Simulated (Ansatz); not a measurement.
Single-point calculation, with input and output: C$_{4}$H$_{10}$S (charge +1)

System: C$_{4}$H$_{10}$S, charge +1, multiplicity 2.
Method: ROKS SPW92/cc-pVTZ-DK (Ansatz 0.2.0).

The geometry comes from this level: PBE0-D4/def2-TZVP.

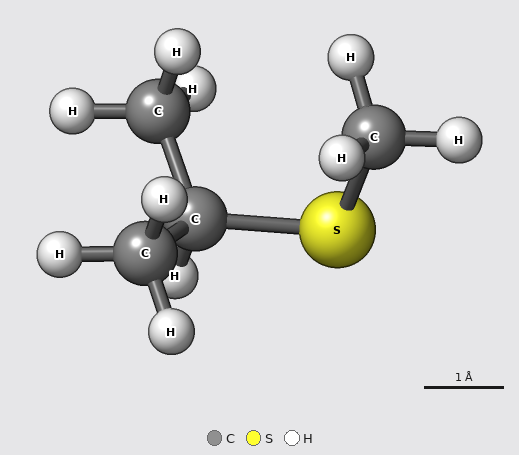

Figure 1. The structure (ball-and-stick view, seen at a tilt). Bond lengths as drawn: C–C 1.52 Å, C–H 1.09 to 1.10 Å and C–S 1.80 to 1.82 Å.

Results in brief:

```json
{"quantity": "outcome", "value": "converged"}
{"quantity": "total energy", "value": "−15092.6612 eV"}
{"quantity": "⟨S²⟩", "value": "0.750"}
{"quantity": "SCF solution under orbital rotations", "value": "stable"}
{"quantity": "hardware", "value": "4 threads of Arm Neoverse V1, 23 GiB of memory available, shared host"}
{"quantity": "wall time", "value": "6.5 s (CPU time 23 s)"}
{"quantity": "peak memory", "value": "0.69 GiB"}
```

Input:
```yaml
crystal:
  periodic: [false, false, false]
  atoms:
    - {symbol: C, position_ang: [-1.869852, -0.795727, 0.412194]}
    - {symbol: S, position_ang: [-0.429436, -0.732355, 1.484442]}
    - {symbol: C, position_ang: [0.805720, 0.097461, 0.437705]}
    - {symbol: C, position_ang: [1.173624, -0.714567, -0.791801]}
    - {symbol: C, position_ang: [0.417378, 1.523861, 0.089919]}
    - {symbol: H, position_ang: [-2.221456, 0.199856, 0.138143]}
    - {symbol: H, position_ang: [-1.687037, -1.386675, -0.486312]}
    - {symbol: H, position_ang: [-2.652290, -1.287417, 0.991441]}
    - {symbol: H, position_ang: [1.669957, 0.124582, 1.110302]}
    - {symbol: H, position_ang: [1.999399, -0.237329, -1.328066]}
    - {symbol: H, position_ang: [0.332695, -0.782536, -1.486625]}
    - {symbol: H, position_ang: [1.475046, -1.727228, -0.520810]}
    - {symbol: H, position_ang: [0.181373, 2.098872, 0.986285]}
    - {symbol: H, position_ang: [1.236741, 2.021804, -0.437262]}
    - {symbol: H, position_ang: [-0.453460, 1.546700, -0.570157]}
basis:
  gaussian: {orbitals: cc-pVTZ-DK, nuclear_model: gaussian}
total_charge: 1
magnetization: {spin_polarized: false, initial_magnetization: 1}
hamiltonian: {xc: {name: SPW92}, pseudopotentials: {relativity: scalar}}
```

Command:
```bash
ansatz run in.yaml --threads 4 --pin off --events-out ev --progress --plain --max-ram 10444MiB
```

Log:
```
Functional definition: SPW92
  name "SPW92"
  cite "Dirac, Proc. Camb. Phil. Soc. 26, 376 (1930) doi:10.1017/S0305004100016108"
  cite "Slater, Phys. Rev. 81, 385 (1951) doi:10.1103/PhysRev.81.385"
  cite "Perdew & Wang, Phys. Rev. B 45, 13244 (1992) doi:10.1103/PhysRevB.45.13244"
  exchange = slater_x
  correlation = pw_c
1530 factors; their error is unknown
mean field evaluation 1: about -15059.7784 eV, gradient 1.2e2 eV
mean field evaluation 2: about -14960.6706 eV, gradient 2.1e2 eV
mean field evaluation 4: about -15090.3013 eV, gradient 3.0e1 eV
mean field evaluation 8: about -15092.6946 eV, gradient 1.9e-1 eV
mean field evaluation 16: about -15092.6612 eV, gradient 2.5e-4 eV
mean field evaluation 32: about -15091.9176 eV, gradient 3.4e0 eV
mean field evaluation 64: about -15088.2198 eV, gradient 1.2e1 eV
mean field -15092.66121115 eV, -554.6450693365 hartree, gradient 6.0e-5 eV, S^2 0.750000; 4 other end points of the search recorded, 0 dependent functions left out
reference -15092.66124898 eV, -554.6450707268 hartree; 25, 24 occupied and 269, 270 virtual orbitals, 1530 factors
Total energy: -15092.66124898 eV, -554.6450707268 hartree
Relativity: scalar
```
